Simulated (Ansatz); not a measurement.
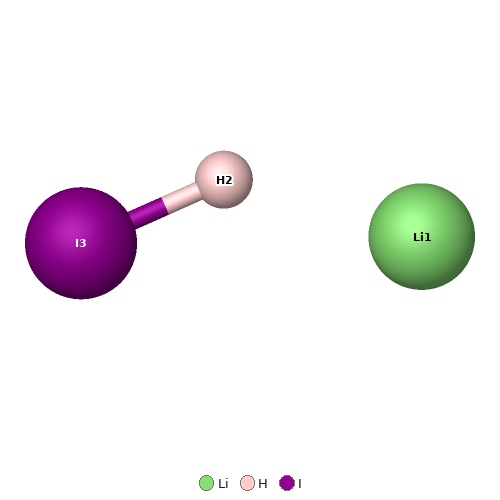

The system is Li⁺ + HI; the picture shows the reference structure. Coordinates scanned: (1) distance Li1–H2; (2) distance H2–I3. Nothing is relaxed (the angle Li1–H2–I3 is fixed at 140 degrees). The grid has 9 × 9 points. Points are written as (first, second). All energies are given in kcal/mol relative to the lowest grid point. The restricted reference is unstable at some or all points, so the energies there are unreliable. Theory: RHF-CCSD(T), frozen core/def2-TZVPD (Ansatz).

Its coordinates:

```yaml
atoms:
  - { symbol: Li, position_ang: [-2.1400, 0.0000, 0.0000] }
  - { symbol: H, position_ang: [0.0000, 0.0000, 0.0000] }
  - { symbol: I, position_ang: [1.2441, 1.0439, 0.0000] }
```

Range: distance Li1–H2 from 1.272 to 2.872 Å; distance H2–I3 from 1.360 to 2.960 Å.

What will the energy surface look like?

The lowest grid point is at (2.140 Å, 1.624 Å). It is the only kind of minimum in the scanned range. The highest grid point, (1.272 Å, 2.960 Å), lies 90 kcal/mol above the lowest.

```
distance H2–I3 ↓, distance Li1–H2 →  1.272  1.379  1.536  1.719  1.922  2.140  2.373  2.617  2.872
                              2.960     90     80     72     67     65     65     65     66     67
                              2.705     82     73     65     61     59     59     59     60     61
                              2.461     70     62     54     50     48     48     49     50     50
                              2.228     56     47     40     36     34     34     35     36     36
                              2.010     41     32     25     21     20     19     20     20     21
                              1.807     28     19     12      8      6      6      7      7      7
                              1.624     21     13      6      2      0      0      0      1      1
                              1.467     28     19     12      8      6      6      6      6      7
                              1.360     44     35     28     24     22     22     22     22     23
```

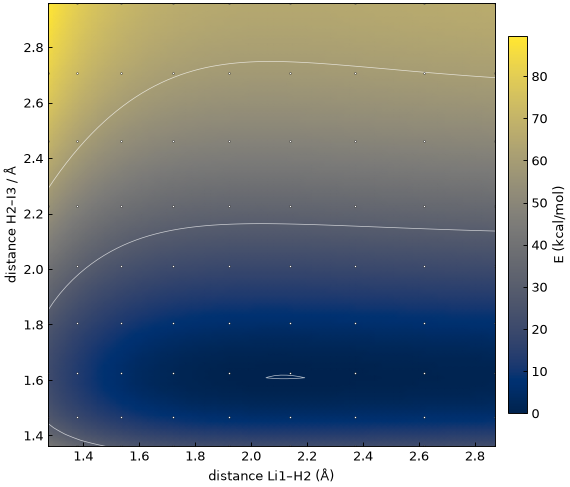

Drawn: a smooth colour map with a few white contour lines, dots at the grid points. Between grid points the surface is interpolated.

Each point was launched as `ansatz run input.yaml --threads 1 --pin off --max-ram 2560MiB --backend cpu --events-out ev --progress --plain --runs-dir out`. The whole map (81 points run) took 30 min on 1 thread of Intel(R) Xeon(R) Platinum 8488C (Sapphire Rapids) (shared host).
